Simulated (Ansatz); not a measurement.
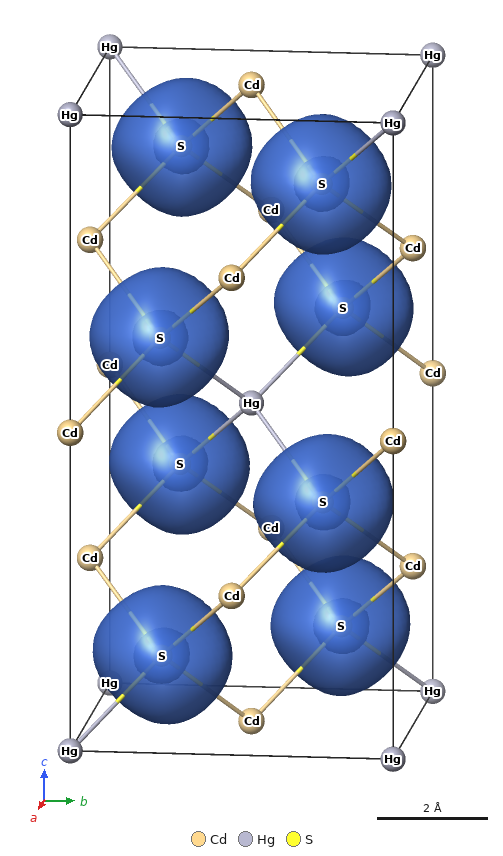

Figure 1: Cd3HgS4. Isosurface of the ELF at 0.65 (blue), seen at an oblique angle. Only the valence region is drawn (cores and ρ < 0.01 e/Å³ removed). Sticks mark near contacts.

Space group I-42m; a structure generated by program, which may or may not match a known phase.

Level of theory: Ansatz, DFT PBE, scalar-relativistic, plane waves, PAW.

**Where are the electrons localised?**

The surface consists of eight regions wrapped around S (the valence shell of each), counted in one cell of 16 atoms. Regions shared between cells count once. Profiles from the grid: Cd–S (2.57 Å): the ELF peaks at about 0.90 in the valence shell of S, 0.8 Å from its nucleus, and is about 0.30 at the midpoint. Hg–S (2.59 Å): the ELF peaks at about 0.85 in the valence shell of S, 0.8 Å from its nucleus, and drops to about 0.20 between the two atoms.
